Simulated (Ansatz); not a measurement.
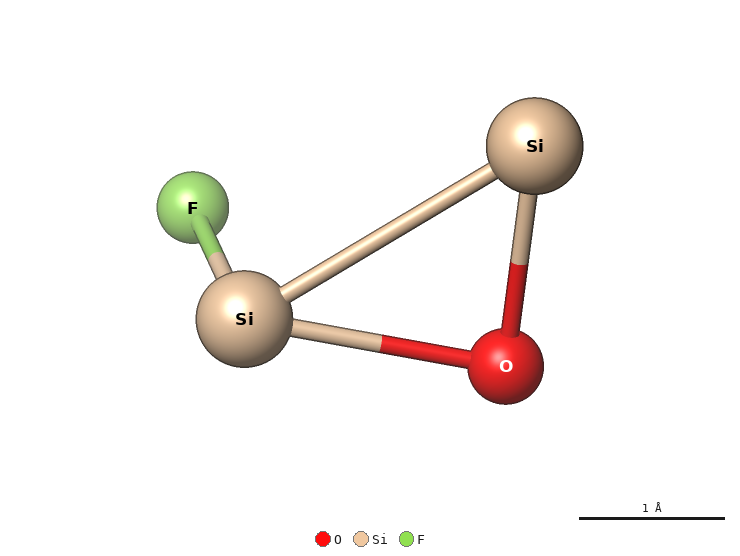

Depth is shown by fading: the farther an atom, the more it takes the colour of the background. The species has charge −1 and is a spin singlet. The computed structure is the end point of a PBE-D4/def2-SVPD optimisation. No frequency run is at hand to confirm it as a minimum. Masses are those of the most abundant isotopes; constants are for the rigid equilibrium geometry.

> Classify the rotor and give the rotational constants (MHz).

An asymmetric top (C1): A = 10004, B = 3341, C = 3090 MHz. Ray's parameter κ is −0.93, close to the prolate limit.
